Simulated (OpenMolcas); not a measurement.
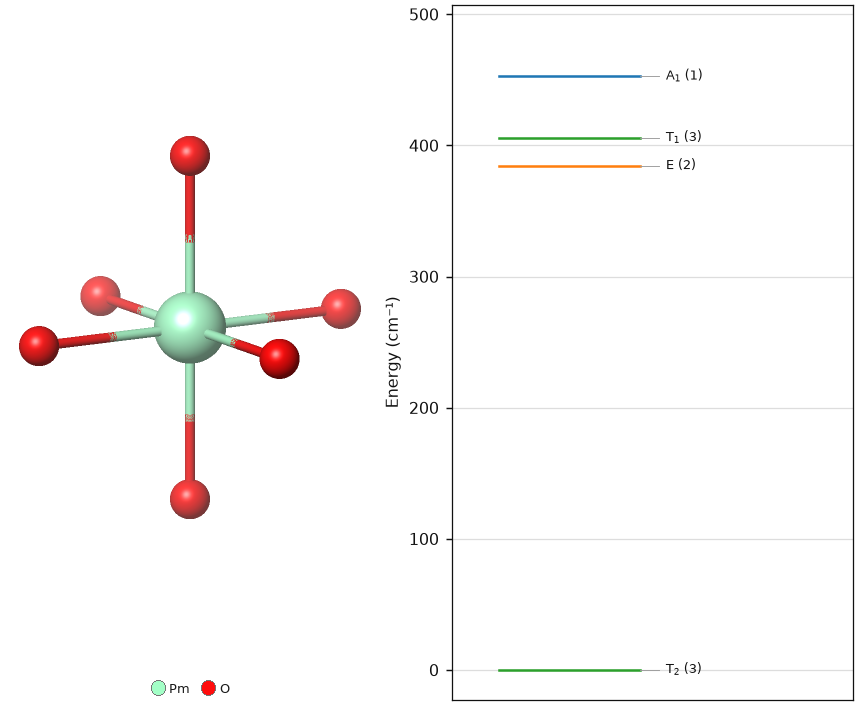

Pm³⁺ (4f⁴) as a dopant in SrO, a cluster with its 6 nearest O²⁻ at 2.324 Å (octahedron) embedded in model potentials and point charges; the geometry was set, not optimised, and its levels. Labels give the representation in O, Td, D4 or D3 as the site allows (double group for half-integer spin) where it could be assigned and, in brackets, the degeneracy; spin-free states, where drawn, share the zero of the spin-orbit levels. Level of the calculation: state-averaged CASSCF, active space 4 electrons in the shell 4f, basis ANO-RCC-VDZP on all atoms, DKH2 scalar Hamiltonian, spin-orbit coupling by RASSI with atomic mean-field integrals (OpenMolcas).

What does the figure show?

The ground level is T₂, 3-fold degenerate, 98 % from states of spin multiplicity 5, effective J = 4.01, with |mJ| = 3 the largest share (58 %). The next level lies at 384 cm⁻¹ (E). The lowest J multiplet spreads over 453 cm⁻¹. The active orbitals hold 99 to 100 % metal character (Löwdin), and the Mulliken charge of the metal is +2.43.

Caveat: high states of lower spin left out of the spin-orbit mixing; the geometry is set by hand, with no relaxation and no charge compensation; spin-free states above about 39,000 cm⁻¹ are left out of the spin-orbit step.
